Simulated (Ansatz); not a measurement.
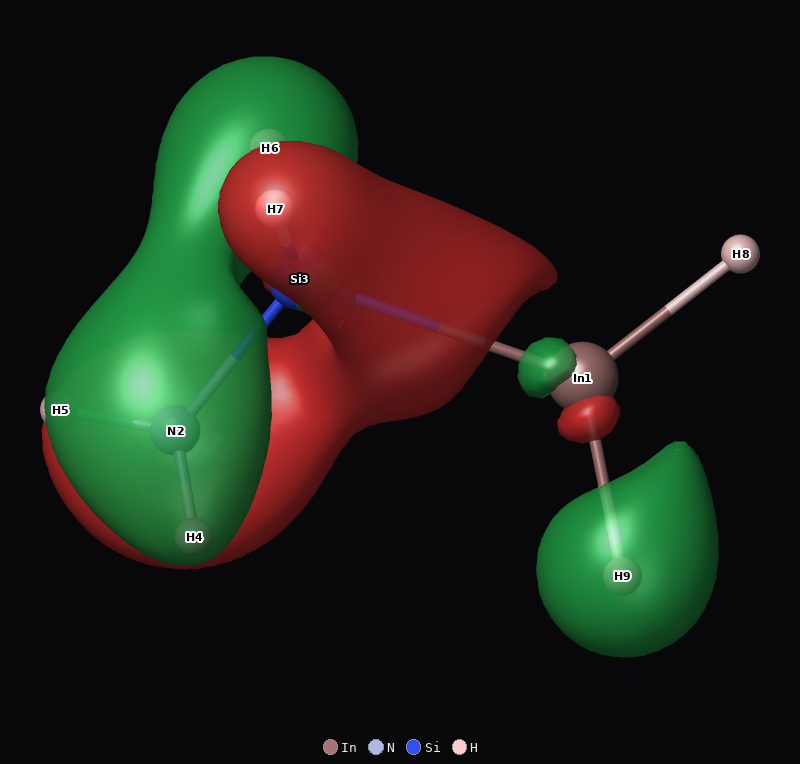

Figure. H6InNSi (SMILES N[SiH2][InH2]). The HOMO−1 at ±0.1 Å⁻³ᐟ² (green and red are the two phases), seen across its widest extent.

Geometry: PBE0-D3(BJ)/def2-SVP; core potentials replace the inner electrons of In.

The calculation used Ansatz, isolated molecule in a Gaussian basis; Kohn-Sham density functional theory, functional PBE0.

Input file:

```
basis:
  gaussian: {orbitals: def2-TZVPD}
crystal:
  periodic: [false, false, false]
  atoms:
    - {symbol: In, position_ang: [0.468391, -1.819278, -0.208545]}
    - {symbol: N, position_ang: [1.518887, 0.017467, 2.625190]}
    - {symbol: Si, position_ang: [2.146941, -0.296637, 1.030632]}
    - {symbol: H, position_ang: [1.173291, -0.763324, 3.172354]}
    - {symbol: H, position_ang: [2.003094, 0.677693, 3.225573]}
    - {symbol: H, position_ang: [2.292916, 1.026747, 0.343703]}
    - {symbol: H, position_ang: [3.521317, -0.918911, 0.973102]}
    - {symbol: H, position_ang: [0.379602, -1.911171, -1.942722]}
    - {symbol: H, position_ang: [-0.640945, -2.816986, 0.693331]}
hamiltonian: {xc: pbe0}
output: {forces: true, orbitals: {seedname: orbitals}}
```

Command:

```sh
ansatz run input.yaml --threads 2 --pin off --max-ram 4350MiB --events-out events.jsonl --progress --plain --runs-dir runs
```

Describe this orbital and give its energy.

It lies mainly on N2 (about 45 %), Si3 (about 20 %), In1 (about 10 %), H6 (about 10 %) and H9 (about 5 %). Its energy is −7.70 eV.
